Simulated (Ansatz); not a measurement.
The compound is SrMnO3 (cubic perovskite) (Pm-3m).

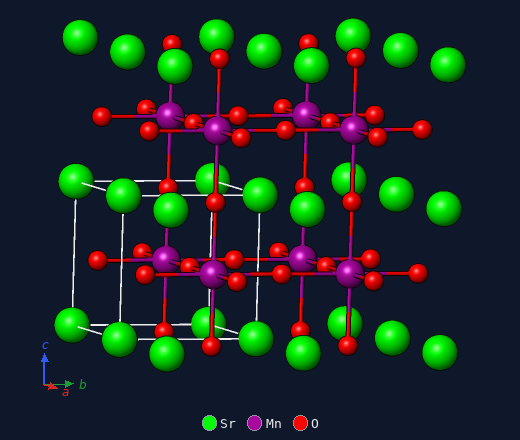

The structure (strontium green, manganese purple, oxygen red). 2×2×2 cells are drawn. Some periodic images of atoms are drawn too.

Symmetry: Pm-3m, No. 221, cubic system. The conventional cell has a = 3.704 Å, b = 3.704 Å, c = 3.704 Å, α = 90.00°, β = 90.00°, γ = 90.00°. Sr has 12 O at 2.62 Å nearest. Nearest to Mn lie 6 O at 1.85 Å. O has 2 Mn at 1.85 Å and 4 Sr at 2.62 Å nearest. Farther neighbours and most contacts between anions are not listed.

```xyz
5
Lattice="0.0000 -3.7035 0.0000 0.0000 0.0000 3.7035 -3.7035 0.0000 0.0000" Properties=species:S:1:pos:R:3 pbc="T T T"
Sr    0.0000    0.0000    0.0000
Mn   -1.8518   -1.8518    1.8518
O     0.0000   -1.8518    1.8518
O    -1.8518   -1.8518    0.0000
O    -1.8518    0.0000    1.8518
```

The structure was relaxed with LDA. The structure type comes from a generator and need not be one that this composition takes. The structure was generated from a model, not taken from a measurement. The runs that relaxed it are not among those shown. The program's search for lower electronic states was switched off, so nothing shows that the state found is the lowest. PAW set soft_2, made with PBE.

A constrained-RPA run (Ansatz 0.2.0; non-magnetic LDA; Mn d + anion p, bands v11 to c3, 6×6×6 mesh, medium accuracy) builds 14 functions on bands 13 eV wide, with 21.0 electrons in the window. The bare on-site interaction is 23.4 eV and the bare J 0.83 eV.

Q: Estimate U, U′ and J.

On the Mn d shell, U = 10.90 eV (47 % of the bare value), U′ = 9.51 eV, J = 0.69 eV.

The parent state is non-magnetic and the interaction static (zero frequency); U depends on the window and the orbitals, so it belongs to this model alone. A window that holds the anion p bands defines a model with explicit ligands; its U belongs to that model and is not the U of DFT+U.

[Paths, hosts, dates, memory and timing lines, banners, echoed tables and standing remarks are left out of the program output.]

[Logs are printed without paths, hosts, clocks, repeated set-up lines and the standing remarks that a program may print on its own settings, such as how far it seeks lower states.]

[Runs of the session that timed out or met a known fault of the program may be left out.]

[Hosts, paths, dates, database ids (printed as entryN), source tags and the programs' standing remarks are cut or masked in the printed files.]
